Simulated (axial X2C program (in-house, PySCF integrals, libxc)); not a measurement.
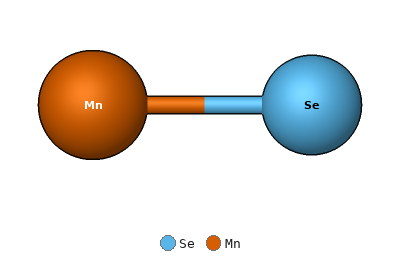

Fig. 1: The molecule at the reference distance of 2.303 Å.

# Relativistic diatomic calculation for SeMn⁻

System: SeMn⁻, single determinant with Ω = 3. The distance is the PBE0 minimum at charge −1.
Method: expectation values, HF and Kohn-Sham, two-component X2C with atomic mean-field Coulomb and Gaunt terms, Se dyall-acv3z, Mn dyall-acv3z (cores contracted) (axial X2C program (in-house, PySCF integrals, libxc)).

**Output**
```
two-component X2C + atomic mean field  PBE0
basis functions 242  fitting functions 1325  grid points 5800
iter        total energy     max residual
   1      -3587.029608078     1.03e-05
   2      -3587.029608077     2.14e-05
   3      -3587.029608085     5.05e-06
   4      -3587.029608086     3.80e-06
converged
one-electron -5376.47332525  Coulomb 1736.29118166  exact exchange -34.60437540  xc functional -106.35674607  nuclear repulsion 195.31073786  atomic mean-field constant -1.19708089
```

**Expectation values by level of theory**

| quantity | PBE0 | HF | PBE50 | LDA | r2SCAN |
| --- | --- | --- | --- | --- | --- |
| effective field for an electron dipole moment (GV/cm) | 0.849 | 0.418 | 0.839 | 0.797 | 0.929 |
| field gradient at the first nucleus (a.u.) | 0.0964 | −0.374 | 0.132 | −0.113 | −0.245 |
| field gradient at the second nucleus (a.u.) | −1.40 | −1.60 | −1.46 | −1.48 | −1.44 |
| A∥/gI, first nucleus (MHz) | 16.6 | 1.43 | 16.5 | 13.2 | 20.6 |
| A∥/gI, second nucleus (MHz) | 286 | 210 | 259 | 346 | 349 |

Each column comes from one determinant with 2 or more unpaired spinors, which can mix states, in a basis with contracted cores. The levels disagree widely: the effective field runs from 0.418 to 0.929 GV/cm, A∥/gI at the first nucleus runs from 1.43 to 20.6 MHz and the field gradient at the first nucleus runs from −0.374 to 0.132 a.u. They may not all have settled in the same state, and these values aren't reliable properties of the molecule.

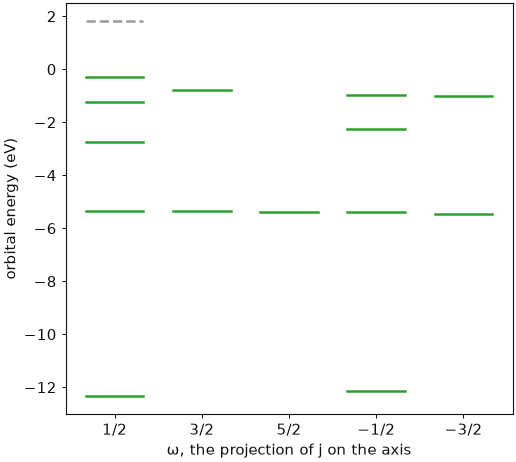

Fig. 2: Orbital energies (PBE0) near the frontier at 2.30 Å, filled (solid) and empty (dashed). The highest filled spinor (1/2; 38 % Mn p, 29 % Se p) lies at −0.30 eV, the lowest empty one (1/2; 89 % Mn p, 10 % Mn s) at 1.80 eV.

**Input file**
```
{"zs": [34, 25], "q": -1, "bas": ["dyall-acv3z", "dyall-acv3z"], "r0": 2.12, "levels": ["PBE0", "HF", "PBE50", "LDA", "r2SCAN"], "nst": 3}
```

The line is the task of a batch: nuclear charges, charge, bases, the levels to run, a first guess of the distance and further settings. This report covers the levels named above. The log is that of the reference distance, started from orbitals converged before.

The run was one of a batch that the task file lists, launched with:
```bash
python <driver script> task.json out
```

**Key numbers**

```tsv
quantity	value
outcome	converged; the levels of theory disagree widely
hardware	1 thread of Arm Neoverse V2, 128 GiB of memory available, shared host
wall time	5.5 s
peak memory	0.53 GiB
```
